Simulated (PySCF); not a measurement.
# C5H3F3N2: electronic excitations

Aim: predict the electronic excitations of C5H3F3N2 (`FC(F)(F)c1ncccn1`).

Programs: PySCF 2.14.0, with density-fitted response routines of our own. Each step states its level of theory. These are calculated values for one molecule in the gas phase, unless marked as measured. Atoms count from 0, in the outputs and in this text.

**1. The starting structure**

13 atoms, charge 0, multiplicity 1; geometry from: GFN2-xTB.

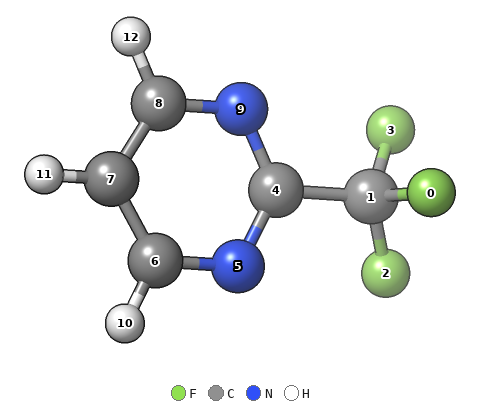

As it starts; fluorine green, carbon grey, nitrogen blue, hydrogen white, atoms numbered.

**2. Excited states and response: CAM-B3LYP/def2-SVPD**

What the job is given:

```
{"job": {"kind": "uv", "xc": "CAM-B3LYP", "basis": "def2-SVPD", "nstates": 8, "ntriplets": 3}, "charge": 0, "multiplicity": 1}
F      2.608286     0.023414     1.330733
C      2.166703    -0.174917     0.077887
F      2.597945    -1.381468    -0.299207
F      2.782880     0.721405    -0.696246
C      0.656398    -0.055365     0.008418
N     -0.031790    -1.154600     0.250791
C     -1.349917    -1.046799     0.205866
C     -1.977392     0.158352    -0.079174
C     -1.146832     1.246969    -0.307744
N      0.171524     1.141065    -0.263094
H     -1.901731    -1.955021     0.405521
H     -3.050218     0.244594    -0.119287
H     -1.530244     2.232858    -0.532194
```

Method: TDDFT CAM-B3LYP/def2-SVPD, vertical, gas phase, core orbitals frozen in the response.

Run with:

```bash
OMP_NUM_THREADS=1 python probes_run.py task.json out
```

One launch serves the whole session: the jobs run in the order shown.

Standard output:

```text
coarse grid: 12672 points
cycle   1  E = -600.4675064593  dE =  2.190e+00  |g| = 9.748e-01  |ddm| = 7.026e+00
cycle   2  E = -600.3985035778  dE =  6.900e-02  |g| = 1.249e+00  |ddm| = 3.222e+00
cycle   3  E = -600.6519206070  dE = -2.534e-01  |g| = 6.747e-02  |ddm| = 1.652e+00
cycle   4  E = -600.6525956086  dE = -6.750e-04  |g| = 3.737e-02  |ddm| = 2.513e-01
cycle   5  E = -600.6528838178  dE = -2.882e-04  |g| = 1.404e-02  |ddm| = 8.360e-02
cycle   6  E = -600.6529274786  dE = -4.366e-05  |g| = 3.035e-03  |ddm| = 4.139e-02
cycle   7  E = -600.6529302573  dE = -2.779e-06  |g| = 1.132e-03  |ddm| = 8.294e-03
final grid: 128952 points
cycle   8  E = -600.7396655605  dE = -3.820e-05  |g| = 4.280e-03  |ddm| = 9.587e-02
cycle   9  E = -600.7396655020  dE =  5.848e-08  |g| = 4.648e-03  |ddm| = 1.399e-02
cycle  10  E = -600.7396691151  dE = -3.613e-06  |g| = 3.084e-04  |ddm| = 5.025e-03
cycle  11  E = -600.7396691310  dE = -1.597e-08  |g| = 1.767e-04  |ddm| = 8.062e-04
cycle  12  E = -600.7396691377  dE = -6.678e-09  |g| = 4.284e-05  |ddm| = 4.408e-04
cycle  13  E = -600.7396691381  dE = -3.886e-10  |g| = 1.076e-05  |ddm| = 8.428e-05
converged SCF energy = -600.7396691381

Static polarisability (au): isotropic 69.605, principal 47.181 74.130 87.504

Singlet excitations
state   eV       nm        f      main configurations
  1   4.5872    270.3   0.00485   H->L 0.99
  2   4.6741    265.3   0.00001   H->L+1 0.99
  3   5.9395    208.7   0.02938   H-1->L 0.71, H-3->L+1 0.28
  4   6.2024    199.9   0.00017   H-2->L 0.94
  5   6.2283    199.1   0.00582   H-2->L+1 0.96
  6   6.6720    185.8   0.11041   H-1->L+1 0.82, H-3->L 0.15
  7   7.7239    160.5   0.02619   H->L+2 0.82
  8   7.7795    159.4   0.49809   H-3->L 0.80, H-1->L+1 0.15

Triplet excitations (Tamm-Dancoff, eV): 4.0417 4.3166 4.4483
```

Run time: 63 s. Hardware: 1 thread of Arm Neoverse V1, shared host; peak memory 1.1 GiB.

Frontier orbitals and where they lie:

| orbital | eV | atoms |
| --- | --- | --- |
| HOMO−3 | -11.28 | N5 27 %, N9 27 %, C6 16 % |
| HOMO−2 | -11.03 | N5 29 %, N9 29 %, C4 11 % |
| HOMO−1 | -10.34 | C7 31 %, C4 16 %, C8 14 % |
| HOMO | -9.53 | N9 34 %, N5 34 %, C8 7 % |
| LUMO | -0.79 | C8 23 %, C6 21 %, N5 18 % |
| LUMO+1 | -0.71 | C4 23 %, C7 20 %, N9 13 % |
| LUMO+2 | 1.03 | C7 22 %, C8 18 %, C6 18 % |

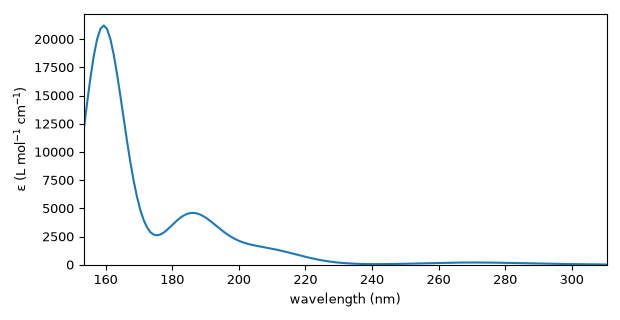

Absorption spectrum: each of the 8 states is a Gaussian band of 0.4 eV half-width at 1/e. Beyond the last state computed it falls off for lack of states.

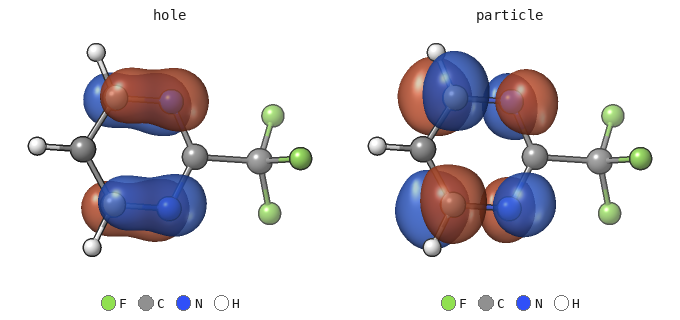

Leading natural transition orbitals of singlet state 8: the electron leaves the hole (left) for the particle orbital (right).

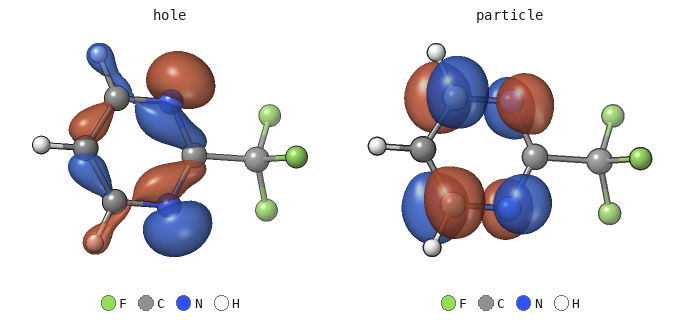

Leading natural transition orbitals of singlet state 1: the electron leaves the hole (left) for the particle orbital (right).

Further results of this job:

| property | computed |
| --- | --- |
| dipole moment (D) | 5.20 |
| polarisability (Å³) | 10.31 |
| HOMO–LUMO gap (eV) | 8.74 |
| −ε(HOMO) (eV) | 9.53 |

Orbitals, density, ELF and potential are computed afterwards from the orbital file.

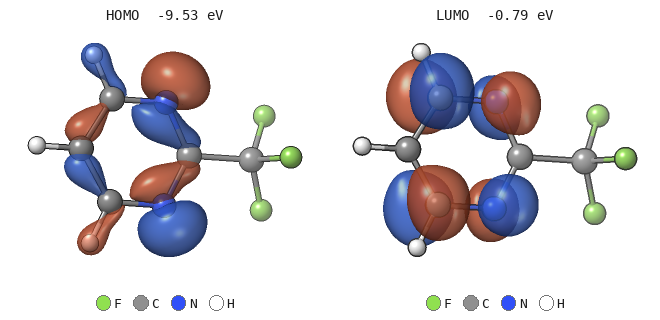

Frontier orbitals at CAM-B3LYP/def2-SVPD; each surface holds 70 % of the orbital's density, blue and red mark the sign.

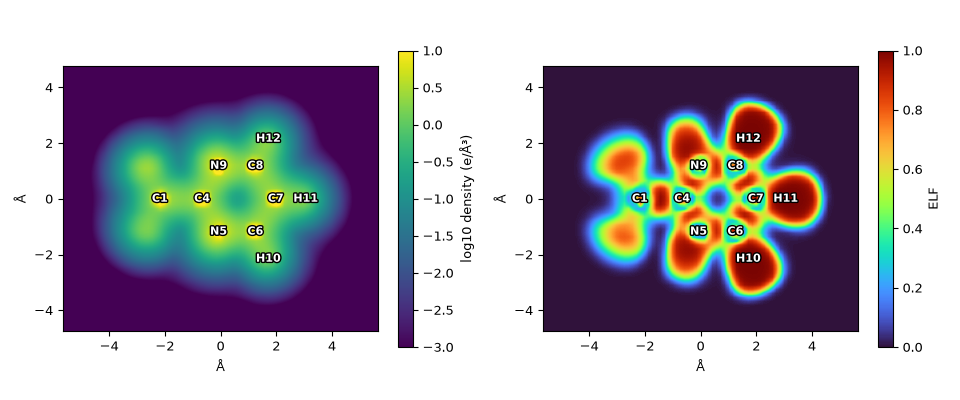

Density (left) and ELF (right) in a plane through or near 10 of the atoms.

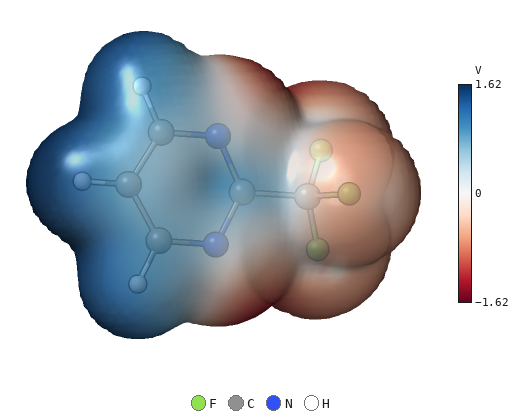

Electrostatic potential on the surface of density 0.002 e/bohr³; red is low, blue high. It runs, from the 1st to the 99th percentile, from -1.32 V near N9 to 1.62 V near H11.

**3. Summary of results**

| quantity | value |
| --- | --- |
| lowest singlet (CAM-B3LYP/def2-SVPD) | 4.59 eV (270 nm), f = 0.005 |
| brightest single state of those computed | state 8, 7.78 eV, f = 0.498 |
| lowest triplet | 4.04 eV |
| surface potential, 1st and 99th percentile | -1.32 V and 1.62 V |

The first singlet state (HOMO→LUMO 0.99) lies at 4.59 eV and is weak; of the 8 states computed, the strongest absorption comes from state 8 at 7.78 eV (the last computed, so partners may be missing). The lowest triplet lies 0.55 eV below the lowest singlet (triplets in Tamm-Dancoff, singlets in full TDDFT). By nearest atom (CAM-B3LYP/def2-SVPD), the HOMO sits on N5, N9 about 38 % each and the LUMO on C6, C8 about 22 % each; N5, N9 about 17 % each.
